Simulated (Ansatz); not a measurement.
# A scaling study of G0W0 on LiTaF6 (R-3), part 2 of 2

Wanted: scaling of time and memory of G0W0 for LiTaF6 (R-3), at one physical accuracy.

Ansatz 0.2.0; G0W0 on r2SCAN, plane waves, PAW. Known limits of the many-body steps: not at the basis limit; no spin-orbit coupling; coarse k mesh.

So far. Step 7 (8 threads, 2×2×2 mesh): Against the run with 2×2×2 mesh, 110 empty bands, screening to 60 eV, the gap moves by +0.000 eV. Step 8 (16 atoms (2×1×1 cells), 1×2×2 mesh): The gap on the mesh goes from 7.03 eV to 11.19 eV, a correction of +4.16 eV. Between the two edge states, bare exchange in place of the xc potential would open the gap by 13.18 eV, and correlation takes back 9.02 eV.

### Step 9. 32 atoms (2×2×1 cells), 1×1×2 mesh

input.yaml reads:

```yaml
crystal:
  lattice:
    - [5.1693363096, 2.9845177098, 9.0520027666]
    - [-5.1693363096, 2.9845177098, 9.0520027666]
    - [0.0, -2.9845177099, 4.5260013833]
  atoms:
    - { symbol: Li, position: [0.25, 0.25, 0.5] }
    - { symbol: Ta, position: [0.0, 0.0, 0.0] }
    - { symbol: F, position: [0.324835485, 0.122695325, 0.86097381] }
    - { symbol: F, position: [0.122695325, 0.430486905, 0.64967097] }
    - { symbol: F, position: [0.430486905, 0.324835485, 0.24539065] }
    - { symbol: F, position: [0.175164515, 0.377304675, 0.13902619] }
    - { symbol: F, position: [0.377304675, 0.069513095, 0.35032903] }
    - { symbol: F, position: [0.069513095, 0.175164515, 0.75460935] }
    - { symbol: Li, position: [0.25, 0.75, 0.5] }
    - { symbol: Ta, position: [0.0, 0.5, 0.0] }
    - { symbol: F, position: [0.324835485, 0.622695325, 0.86097381] }
    - { symbol: F, position: [0.122695325, 0.930486905, 0.64967097] }
    - { symbol: F, position: [0.430486905, 0.824835485, 0.24539065] }
    - { symbol: F, position: [0.175164515, 0.877304675, 0.13902619] }
    - { symbol: F, position: [0.377304675, 0.569513095, 0.35032903] }
    - { symbol: F, position: [0.069513095, 0.675164515, 0.75460935] }
    - { symbol: Li, position: [0.75, 0.25, 0.5] }
    - { symbol: Ta, position: [0.5, 0.0, 0.0] }
    - { symbol: F, position: [0.824835485, 0.122695325, 0.86097381] }
    - { symbol: F, position: [0.622695325, 0.430486905, 0.64967097] }
    - { symbol: F, position: [0.930486905, 0.324835485, 0.24539065] }
    - { symbol: F, position: [0.675164515, 0.377304675, 0.13902619] }
    - { symbol: F, position: [0.877304675, 0.069513095, 0.35032903] }
    - { symbol: F, position: [0.569513095, 0.175164515, 0.75460935] }
    - { symbol: Li, position: [0.75, 0.75, 0.5] }
    - { symbol: Ta, position: [0.5, 0.5, 0.0] }
    - { symbol: F, position: [0.824835485, 0.622695325, 0.86097381] }
    - { symbol: F, position: [0.622695325, 0.930486905, 0.64967097] }
    - { symbol: F, position: [0.930486905, 0.824835485, 0.24539065] }
    - { symbol: F, position: [0.675164515, 0.877304675, 0.13902619] }
    - { symbol: F, position: [0.877304675, 0.569513095, 0.35032903] }
    - { symbol: F, position: [0.569513095, 0.675164515, 0.75460935] }
kpoints:
  mp_grid: { grid: [1, 1, 2] }
hamiltonian:
  xc: r2scan
scf:
  occupations: { method: fixed }
gw:
  n_empty_bands: 440
  ecut_chi: 60.0
  qp_bands: [v1, c1]
  qp_kpoints: band_edges
  screening: { model: contour_deformation }
```

The run is started by

```console
> ansatz run input.yaml --threads 16 --pin off --max-ram 36864MiB --backend cpu --events-out ev --progress --plain --runs-dir out
```

Numbers of over 12 decimals in the logs are rounded to 6 here.

Output:

```text
[...]
Crystal: 32 atoms, lattice volume = 418.962 Å³
Basis set: ecut = 500 eV, 10627 PW (Γ), exchange–correlation on 320×320×160 points (64 copies of the dense FFT grid, shifted against one another)
Bands: 148, of which v1, the nominal top of the filled ones, is band 116 counted from 1 (115 counted from 0)
Symmetry: 8 space group operations
[...]
k-points: 2
[...]
k-point 1: bands = [... 112 lower, -0.4527, -0.3569, -0.3179, -0.3179, 6.7468, 6.7909, 6.8121, 6.8121, ... 28 higher]
[...]
0   116     -0.2874   -32.0003     5.4575   -24.9049  0.7950    -1.9591    -1.9254  root
     0   117      6.7468   -15.2818    -3.5620   -21.3664  0.8493     9.3190     9.2693  root
     1   116     -0.3179   -31.9724     5.4499   -24.8795  0.7950    -1.9950    -1.9610  root
     1   117      6.7468   -15.2818    -3.5622   -21.3664  0.8492     9.3189     9.2691  root
[key lines of the parts left out:]
SCF converged after 7 iterations
Free energy (F): -60074.020756 eV
Fermi energy:    -0.287400 eV
```

It took 24 s on 16 threads of Arm Neoverse V2, shared host; peak memory 3.4 GiB; 4.8 min of CPU time.

Numbers from this step:

- bands summed: 556
- RPA ε∞ on this mesh (eigenvalues): 2.068, 2.068, 2.068
- plane waves in the screening matrix: 455
- G0W0 gap on the mesh: 11.19 eV
- k of the valence top: 0, 0, 0
- k of the conduction bottom: 0, 0, -0.5
- starting gap on the mesh: 7.034 eV
- least direct G0W0 gap on the computed points: 11.19 eV

The gap on the mesh goes from 7.03 eV to 11.19 eV, a correction of +4.16 eV. Between the two edge states, bare exchange in place of the xc potential would open the gap by 13.18 eV, and correlation takes back 9.02 eV.

### Step 10. 64 atoms (2×2×2 cells), 1×1×1 mesh

input.yaml reads:

```yaml
crystal:
  lattice:
    - [5.1693363096, 2.9845177098, 9.0520027666]
    - [-5.1693363096, 2.9845177098, 9.0520027666]
    - [0.0, -5.9690354198, 9.0520027666]
  atoms:
    - { symbol: Li, position: [0.25, 0.25, 0.25] }
    - { symbol: Ta, position: [0.0, 0.0, 0.0] }
    - { symbol: F, position: [0.324835485, 0.122695325, 0.430486905] }
    - { symbol: F, position: [0.122695325, 0.430486905, 0.324835485] }
    - { symbol: F, position: [0.430486905, 0.324835485, 0.122695325] }
    - { symbol: F, position: [0.175164515, 0.377304675, 0.069513095] }
    - { symbol: F, position: [0.377304675, 0.069513095, 0.175164515] }
    - { symbol: F, position: [0.069513095, 0.175164515, 0.377304675] }
    - { symbol: Li, position: [0.25, 0.25, 0.75] }
    - { symbol: Ta, position: [0.0, 0.0, 0.5] }
    - { symbol: F, position: [0.324835485, 0.122695325, 0.930486905] }
    - { symbol: F, position: [0.122695325, 0.430486905, 0.824835485] }
    - { symbol: F, position: [0.430486905, 0.324835485, 0.622695325] }
    - { symbol: F, position: [0.175164515, 0.377304675, 0.569513095] }
    - { symbol: F, position: [0.377304675, 0.069513095, 0.675164515] }
    - { symbol: F, position: [0.069513095, 0.175164515, 0.877304675] }
    - { symbol: Li, position: [0.25, 0.75, 0.25] }
    - { symbol: Ta, position: [0.0, 0.5, 0.0] }
    - { symbol: F, position: [0.324835485, 0.622695325, 0.430486905] }
    - { symbol: F, position: [0.122695325, 0.930486905, 0.324835485] }
    - { symbol: F, position: [0.430486905, 0.824835485, 0.122695325] }
    - { symbol: F, position: [0.175164515, 0.877304675, 0.069513095] }
    - { symbol: F, position: [0.377304675, 0.569513095, 0.175164515] }
    - { symbol: F, position: [0.069513095, 0.675164515, 0.377304675] }
    - { symbol: Li, position: [0.25, 0.75, 0.75] }
    - { symbol: Ta, position: [0.0, 0.5, 0.5] }
    - { symbol: F, position: [0.324835485, 0.622695325, 0.930486905] }
    - { symbol: F, position: [0.122695325, 0.930486905, 0.824835485] }
    - { symbol: F, position: [0.430486905, 0.824835485, 0.622695325] }
    - { symbol: F, position: [0.175164515, 0.877304675, 0.569513095] }
    - { symbol: F, position: [0.377304675, 0.569513095, 0.675164515] }
    - { symbol: F, position: [0.069513095, 0.675164515, 0.877304675] }
    - { symbol: Li, position: [0.75, 0.25, 0.25] }
    - { symbol: Ta, position: [0.5, 0.0, 0.0] }
    - { symbol: F, position: [0.824835485, 0.122695325, 0.430486905] }
    - { symbol: F, position: [0.622695325, 0.430486905, 0.324835485] }
    - { symbol: F, position: [0.930486905, 0.324835485, 0.122695325] }
    - { symbol: F, position: [0.675164515, 0.377304675, 0.069513095] }
    - { symbol: F, position: [0.877304675, 0.069513095, 0.175164515] }
    - { symbol: F, position: [0.569513095, 0.175164515, 0.377304675] }
    - { symbol: Li, position: [0.75, 0.25, 0.75] }
    - { symbol: Ta, position: [0.5, 0.0, 0.5] }
    - { symbol: F, position: [0.824835485, 0.122695325, 0.930486905] }
    - { symbol: F, position: [0.622695325, 0.430486905, 0.824835485] }
    - { symbol: F, position: [0.930486905, 0.324835485, 0.622695325] }
    - { symbol: F, position: [0.675164515, 0.377304675, 0.569513095] }
    - { symbol: F, position: [0.877304675, 0.069513095, 0.675164515] }
    - { symbol: F, position: [0.569513095, 0.175164515, 0.877304675] }
    - { symbol: Li, position: [0.75, 0.75, 0.25] }
    - { symbol: Ta, position: [0.5, 0.5, 0.0] }
    - { symbol: F, position: [0.824835485, 0.622695325, 0.430486905] }
    - { symbol: F, position: [0.622695325, 0.930486905, 0.324835485] }
    - { symbol: F, position: [0.930486905, 0.824835485, 0.122695325] }
    - { symbol: F, position: [0.675164515, 0.877304675, 0.069513095] }
    - { symbol: F, position: [0.877304675, 0.569513095, 0.175164515] }
    - { symbol: F, position: [0.569513095, 0.675164515, 0.377304675] }
    - { symbol: Li, position: [0.75, 0.75, 0.75] }
    - { symbol: Ta, position: [0.5, 0.5, 0.5] }
    - { symbol: F, position: [0.824835485, 0.622695325, 0.930486905] }
    - { symbol: F, position: [0.622695325, 0.930486905, 0.824835485] }
    - { symbol: F, position: [0.930486905, 0.824835485, 0.622695325] }
    - { symbol: F, position: [0.675164515, 0.877304675, 0.569513095] }
    - { symbol: F, position: [0.877304675, 0.569513095, 0.675164515] }
    - { symbol: F, position: [0.569513095, 0.675164515, 0.877304675] }
kpoints:
  mp_grid: { grid: [1, 1, 1] }
hamiltonian:
  xc: r2scan
scf:
  occupations: { method: fixed }
gw:
  n_empty_bands: 880
  ecut_chi: 60.0
  qp_bands: [v1, c1]
  qp_kpoints: band_edges
  screening: { model: contour_deformation }
```

Output:

```text
[...]
Crystal: 64 atoms, lattice volume = 837.924 Å³
Basis set: ecut = 500 eV, 21273 PW (Γ), exchange–correlation on 320×320×320 points (64 copies of the dense FFT grid, shifted against one another)
Bands: 296, of which v1, the nominal top of the filled ones, is band 232 counted from 1 (231 counted from 0)
Symmetry: 48 space group operations
[...]
k-points: 1
[...]
--- Band table (eV) ---
  k-point 0: bands = [... 228 lower, -0.3179, -0.3179, -0.2874, -0.2874, 6.7468, 6.7468, 6.7468, 6.7909, ... 60 higher]
[...]
gw.qp_kpoints: band_edges: 1 of 1 stored k-point solved, in 1 pass; an edge of the gap read off the rows below is read off those points alone
[...]
0   232     -0.2874   -32.0004     5.4576   -24.9049  0.7950    -1.9591    -1.9254  root
     0   233      6.7468   -15.2818    -3.5632   -21.3664  0.8492     9.3179     9.2682  root
[key lines of the parts left out:]
SCF converged after 8 iterations
Free energy (F): -120148.041512 eV
Fermi energy:    -0.287425 eV
```

Run time: 56 s. Hardware: 16 threads; peak memory 7.2 GiB.

Numbers from this step:

```
bands summed                                 : 1112
RPA ε∞ on this mesh (eigenvalues)            : 2.068, 2.068, 2.068
plane waves in the screening matrix          : 899
G0W0 gap on the mesh                         : 11.19 eV
k of the valence top                         : 0, 0, 0
k of the conduction bottom                   : 0, 0, 0
starting gap on the mesh                     : 7.034 eV
least direct G0W0 gap on the computed points : 11.19 eV
```

The gap on the mesh goes from 7.03 eV to 11.19 eV, a correction of +4.16 eV. Between the two edge states, bare exchange in place of the xc potential would open the gap by 13.18 eV, and correlation takes back 9.02 eV.

### Step 11. The runs together

A supercell on the folded mesh samples the same points as the primitive cell, so the gap should stay. Times are wall times on shared hardware, named with each run.

```tsv
run	mesh	irreducible k	bands	screening plane waves	threads	gap (eV)	time	CPU time	host memory (GiB)
8 atoms (1×1×1 cells)	2×2×2	4	139	119	16	11.195	2.1 s	21 s	0.73
no symmetry	2×2×2	8	139	119	16	11.195	4.2 s	50 s	0.97
1 thread	2×2×2	4	139	119	1	11.195	15 s	15 s	0.52
2 threads	2×2×2	4	139	119	2	11.195	7.7 s	15 s	0.58
4 threads	2×2×2	4	139	119	4	11.195	4.3 s	15 s	0.71
8 threads	2×2×2	4	139	119	8	11.195	2.8 s	17 s	0.72
16 atoms (2×1×1 cells)	1×2×2	4	278	231	16	11.195	7.6 s	95 s	1.8
32 atoms (2×2×1 cells)	1×1×2	2	556	455	16	11.195	24 s	4.8 min	3.4
64 atoms (2×2×2 cells)	1×1×1	1	1112	899	16	11.194	56 s	14 min	7.2
```

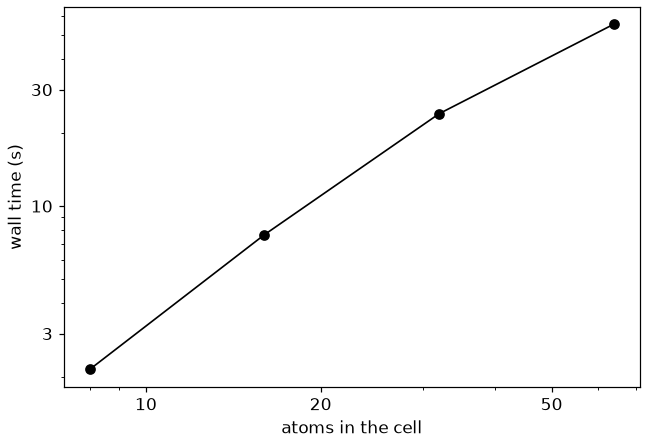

Wall time against the size of the cell.

### Step 12. Summary of results

| Quantity | Value |
| --- | --- |
| 8 atoms (1×1×1 cells) | 2.1 s, gap 11.19 eV |
| no symmetry | 4.2 s, gap 11.19 eV |
| 1 thread | 15 s, gap 11.19 eV |
| 2 threads | 7.7 s, gap 11.19 eV |
| 4 threads | 4.3 s, gap 11.19 eV |
| 8 threads | 2.8 s, gap 11.19 eV |
| 16 atoms (2×1×1 cells) | 7.6 s, gap 11.19 eV |
| 32 atoms (2×2×1 cells) | 24 s, gap 11.19 eV |
| 64 atoms (2×2×2 cells) | 56 s, gap 11.19 eV |

**Reading.** From 8 to 64 atoms the gap stays within 0.001 eV, while the time grows 26-fold. Over the last step it grows as about the power 1.2 of the size; fewer k points offset part of the fourth-power cost of the screening. Without symmetry the mesh holds 8 points in place of 4, the time changes by less than twofold and the gap changes by +0.000 eV. Going from 1 to 16 threads speeds the run 6.8-fold, an efficiency of about 43 %. The host was shared, so single times are good to a factor of about two.

[Paths, hosts, dates, memory and timing lines, banners, echoed tables and standing remarks are left out of the program output.]

[Logs are printed without paths, hosts, clocks, repeated set-up lines and the standing remarks that a program may print on its own settings, such as how far it seeks lower states.]

[Runs of the session that timed out or met a known fault of the program may be left out.]

[Cells called generated may have been cut or substituted from an entry of the Crystallography Open Database or the Materials Project.]

[Hosts, paths, dates, database ids (printed as entryN), source tags and the programs' standing remarks are cut or masked in the printed files.]
